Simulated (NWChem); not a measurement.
Single-point calculation, with input and output: GeN2H4

The run: single-point calculation of GeN2H4. Method and program: PBE0/def2-SVPD, RKS (NWChem 7.3.0).

A bond length was changed on purpose from its optimised value.

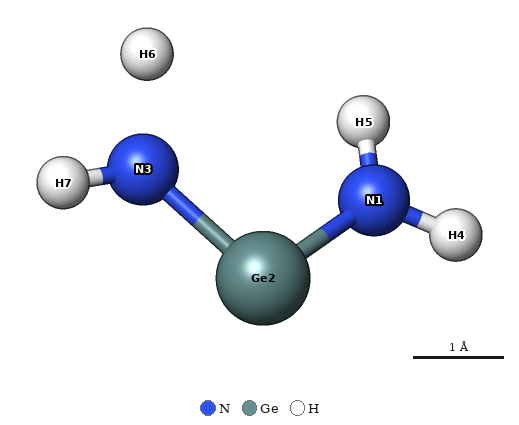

Fig. 1: The structure as given in the input (ball-and-stick view, seen at a tilt; atoms are numbered from 1 in the order of the input). Sticks mark near contacts. Bond lengths as drawn: Ge–N 1.83 Å and H–N 1.01 Å.

### The input
```
start geh4n2
memory total 2200 mb
geometry units angstroms noautosym nocenter noautoz
  N     -1.178150    -0.411663    -0.702500
  Ge    -0.068150    -1.741363    -0.121100
  N      1.196250    -0.668763     0.646400
  H     -2.028350    -0.627763    -1.195000
  H     -1.046250     0.580937    -0.585200
  H      1.191600     0.842500     0.702200
  H      2.003550    -1.064463     1.097900
end
basis spherical bse
  * library def2-SVPD
end
dft
  xc pbe0
  mult 1
  grid fine
  convergence energy 1e-08
  maxiter 100
  mulliken
  print low
end
task dft energy
```

Machine: 1 thread of AMD EPYC (Zen 3), 16 GiB of memory available, shared host.

Command:
```bash
nwchem geh4n2.nw > geh4n2.out
```

### What the program printed
```
Northwest Computational Chemistry Package (NWChem) 7.3.0
             --------------------------------------------------------

           Job information
           ---------------

    nwchem branch   = 7.3.0
    use scalapack   = T
    input           = geh4n2.nw
    prefix          = geh4n2.
    data base       = ./geh4n2.db
    status          = startup
    nproc           =        1

           Memory information
           ------------------

    heap     =     72089596 doubles =      550.0 Mbytes
    stack    =     72089601 doubles =      550.0 Mbytes
    global   =    144179200 doubles =     1100.0 Mbytes (distinct from heap & stack)
    total    =    288358397 doubles =     2200.0 Mbytes
    verify   = yes
    hardfail = no

           Directory information
           ---------------------

  0 permanent = .
  0 scratch   = .

                                NWChem Input Module
                                -------------------

 Scaling coordinates for geometry "geometry" by  1.889725989
 (inverse scale =  0.529177249)

                             Geometry "geometry" -> ""
                             -------------------------

 Output coordinates in angstroms (scale by  1.889725989 to convert to a.u.)

  No.       Tag          Charge          X              Y              Z
 ---- ---------------- ---------- -------------- -------------- --------------
    1 N                    7.0000    -1.17815000    -0.41166300    -0.70250000
    2 Ge                  32.0000    -0.06815000    -1.74136300    -0.12110000
    3 N                    7.0000     1.19625000    -0.66876300     0.64640000
    4 H                    1.0000    -2.02835000    -0.62776300    -1.19500000
    5 H                    1.0000    -1.04625000     0.58093700    -0.58520000
    6 H                    1.0000     1.19160000     0.84250000     0.70220000
    7 H                    1.0000     2.00355000    -1.06446300     1.09790000

      Atomic Mass
      -----------

      N                 14.003070
      Ge                73.921900
      H                  1.007825

 Effective nuclear repulsion energy (a.u.)     184.2028354821

            Nuclear Dipole moment (a.u.)
            ----------------------------
        X                 Y               Z
 ---------------- ---------------- ----------------
    -3.6538796852  -120.1022665282    -8.0275559995

            XYZ format geometry
            -------------------
     7
 geometry
 N                    -1.17815000    -0.41166300    -0.70250000
 Ge                   -0.06815000    -1.74136300    -0.12110000
 N                     1.19625000    -0.66876300     0.64640000
 H                    -2.02835000    -0.62776300    -1.19500000
 H                    -1.04625000     0.58093700    -0.58520000
 H                     1.19160000     0.84250000     0.70220000
 H                     2.00355000    -1.06446300     1.09790000

 ==============================================================================
                                internuclear distances
 ------------------------------------------------------------------------------
       center one      |      center two      | atomic units |  angstroms
 ------------------------------------------------------------------------------
    2 Ge               |   1 N                |     3.45268  |     1.82708
    3 N                |   2 Ge               |     3.45269  |     1.82708
    4 H                |   1 N                |     1.90112  |     1.00603
    5 H                |   1 N                |     1.90517  |     1.00817
    7 H                |   3 N                |     1.90118  |     1.00606
 ------------------------------------------------------------------------------
                         number of included internuclear distances:          5
 ==============================================================================

 ==============================================================================
                                 internuclear angles
 ------------------------------------------------------------------------------
        center 1       |       center 2       |       center 3       |  degrees
 ------------------------------------------------------------------------------
    2 Ge               |   1 N                |   4 H                |   120.86
    2 Ge               |   1 N                |   5 H                |   126.87
    4 H                |   1 N                |   5 H                |   112.27
    1 N                |   2 Ge               |   3 N                |    97.29
    2 Ge               |   3 N                |   7 H                |   120.86
 ------------------------------------------------------------------------------
                            number of included internuclear angles:          5
 ==============================================================================

 Summary of "ao basis" -> "" (spherical)
 ------------------------------------------------------------------------------
       Tag                 Description            Shells   Functions and Types
 ---------------- ------------------------------  ------  ---------------------
 *                         def2-SVPD                  on all atoms

                                 NWChem DFT Module
                                 -----------------

                      Basis "ao basis" -> "ao basis" (spherical)
                      -----
  [basis functions not shown]

 Summary of "ao basis" -> "ao basis" (spherical)
 ------------------------------------------------------------------------------
       Tag                 Description            Shells   Functions and Types
 ---------------- ------------------------------  ------  ---------------------
 N                         def2-SVPD                 8       20   4s2p2d
 Ge                        def2-SVPD                14       38   6s4p4d
 H                         def2-SVPD                 4        8   2s2p

  Caching 1-el integrals
   Time after variat. SCF:      1.0

     ---------------------------------------------
      Total Density - Mulliken Population Analysis
     ---------------------------------------------

    Atom       Charge   Shell Charges
 -----------   ------   -------------------------------------------------------
    1 N    7     7.59   1.99  1.05  0.40 -0.05  2.60  1.62  0.01 -0.03
    2 Ge  32    31.15   2.00  2.00  2.00  1.28  0.42  0.09  6.00  5.98  0.77  0.51  8.15  1.81  0.14  0.03
    3 N    7     7.89   1.99  1.07  0.54  0.08  2.43  1.79  0.01 -0.02
    4 H    1     0.95   0.64  0.22  0.04  0.04
    5 H    1     0.90   0.63  0.17  0.04  0.06
    6 H    1     0.55   0.36  0.16  0.01  0.02
    7 H    1     0.97   0.65  0.21  0.04  0.07
   Time prior to 1st pass:      1.0

           Memory utilization after 1st SCF pass:
           Heap Space remaining (MW):       36.28            36280980
          Stack Space remaining (MW):       72.09            72088828

   convergence    iter        energy       DeltaE   RMS-Dens  Diis-err    time
 ---------------- ----- ----------------- --------- --------- ---------  ------
 d= 0,ls=0.0,diis     1  -2188.0742591423 -2.37D+03  1.16D-02  5.16D-01     4.0
 d= 0,ls=0.0,diis     2  -2187.9992356440  7.50D-02  5.95D-03  1.12D+00     6.8
 d= 0,ls=0.0,diis     3  -2188.1350893450 -1.36D-01  1.48D-03  3.88D-02     9.6
 d= 0,ls=0.0,diis     4  -2188.1376688245 -2.58D-03  7.25D-04  1.57D-02    12.5
 d= 0,ls=0.0,diis     5  -2188.1393474053 -1.68D-03  1.62D-04  7.63D-04    15.4
  Resetting Diis
 d= 0,ls=0.0,diis     6  -2188.1394297116 -8.23D-05  5.53D-05  3.05D-05    18.3
 d= 0,ls=0.0,diis     7  -2188.1394319071 -2.20D-06  8.28D-06  1.83D-07    21.2
 d= 0,ls=0.0,diis     8  -2188.1394318915  1.56D-08  4.00D-06  4.32D-07    24.0
 d= 0,ls=0.0,diis     9  -2188.1394319402 -4.86D-08  1.03D-06  1.25D-08    26.8
 d= 0,ls=0.0,diis    10  -2188.1394319412 -1.02D-09  4.18D-07  5.04D-09    29.7

         Total DFT energy =    -2188.139431941184
      One electron energy =    -3413.397302246014
           Coulomb energy =     1134.887165758789
    Exchange-Corr. energy =      -93.832130936034
 Nuclear repulsion energy =      184.202835482075

 Numeric. integr. density =       49.999996508012

     Total iterative time =     28.7s

     ---------------------------------------------
      Total Density - Mulliken Population Analysis
     ---------------------------------------------

    Atom       Charge   Shell Charges
 -----------   ------   -------------------------------------------------------
    1 N    7     7.04   1.99  0.99  0.40 -0.08  2.44  1.35  0.01 -0.06
    2 Ge  32    31.59   2.00  2.00  1.99  1.41  0.27  0.12  6.00  5.97  1.04  0.59  8.10  1.82  0.22  0.04
    3 N    7     7.39   1.99  1.02  0.53  0.10  2.29  1.49  0.01 -0.03
    4 H    1     1.09   0.75  0.23  0.05  0.06
    5 H    1     1.06   0.74  0.19  0.05  0.08
    6 H    1     0.75   0.52  0.19  0.01  0.03
    7 H    1     1.09   0.75  0.21  0.04  0.09

     -------------------------------------------
      Total Density - Lowdin Population Analysis
     -------------------------------------------

    Atom       Charge   Shell Charges
 -----------   ------   -------------------------------------------------------
    1 N    7     7.07   1.97  0.65  0.32  0.15  2.19  1.54  0.02  0.24
    2 Ge  32    31.41   2.00  2.00  1.94  0.69  0.38  0.25  5.99  5.80  1.10  0.70  7.81  2.04  0.45  0.27
    3 N    7     7.21   1.97  0.72  0.37  0.18  2.08  1.63  0.01  0.26
    4 H    1     1.13   0.53  0.16  0.12  0.32
    5 H    1     1.13   0.53  0.16  0.12  0.31
    6 H    1     0.84   0.40  0.26  0.02  0.16
    7 H    1     1.21   0.54  0.17  0.13  0.37

 Task  times  cpu:       29.7s     wall:       29.7s
 Total times  cpu:       29.7s     wall:       29.7s
```

### Results in brief

```json
{"quantity": "outcome", "value": "converged"}
{"quantity": "total energy", "value": "−2188.139432 hartree"}
{"quantity": "wall time", "value": "31 s"}
{"quantity": "peak memory", "value": "0.11 GiB"}
```
